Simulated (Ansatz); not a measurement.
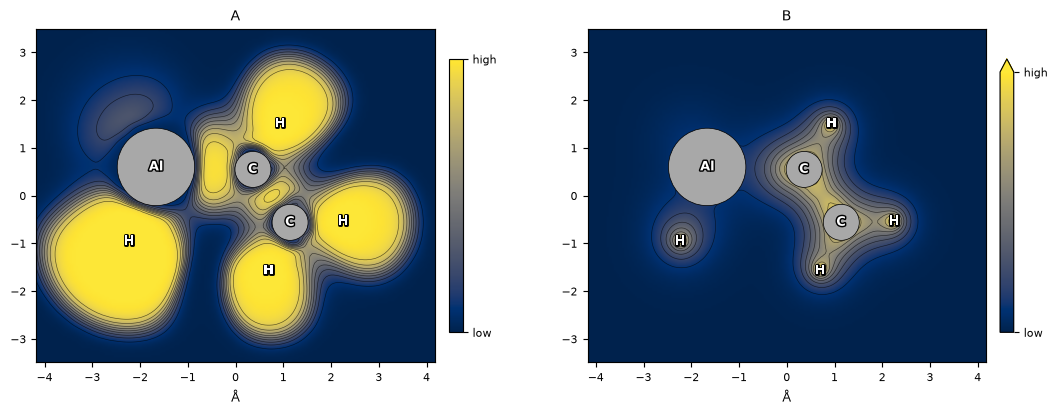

C$_{2}$H$_{6}$Al (charge −1): 2 fields on the plane of atoms C1, C2 and H6, with unlabelled colour scales. Grey discs cover the atomic cores.

Geometry: PBE-D3(BJ)/def2-SVPD.

These are results of Ansatz 0.2.0, isolated molecule in a Gaussian basis; Kohn-Sham density functional theory, functional PBE0, not measurements.

```yaml
atoms:
  - { symbol: C, position_ang: [-1.5589, 0.7321, 2.1404] }
  - { symbol: C, position_ang: [-0.7933, 0.5890, 1.0323] }
  - { symbol: Al, position_ang: [1.0061, -0.3487, 0.9179] }
  - { symbol: H, position_ang: [-1.2343, 0.3224, 3.1152] }
  - { symbol: H, position_ang: [-2.5381, 1.2547, 2.1521] }
  - { symbol: H, position_ang: [-1.2329, 1.0462, 0.1161] }
  - { symbol: H, position_ang: [0.9014, -1.5895, -0.1732] }
  - { symbol: H, position_ang: [1.3918, -0.9195, 2.4205] }
  - { symbol: H, position_ang: [2.1456, 0.7294, 0.3883] }
```

Match the panels to the quantities (electron density and electron localisation function).

Panel A: electron localisation function. Panel B: electron density. From the grid: C–C (1.35 Å): the density is about 2.3 e/Å³ at the midpoint; the ELF peaks at about 0.95 between the atoms: localised, covalent bonding. C–Al (2.03 Å): ρ at the midpoint is about 0.62 e/Å³; the ELF peaks at about 1 between the atoms (a polar covalent bond).
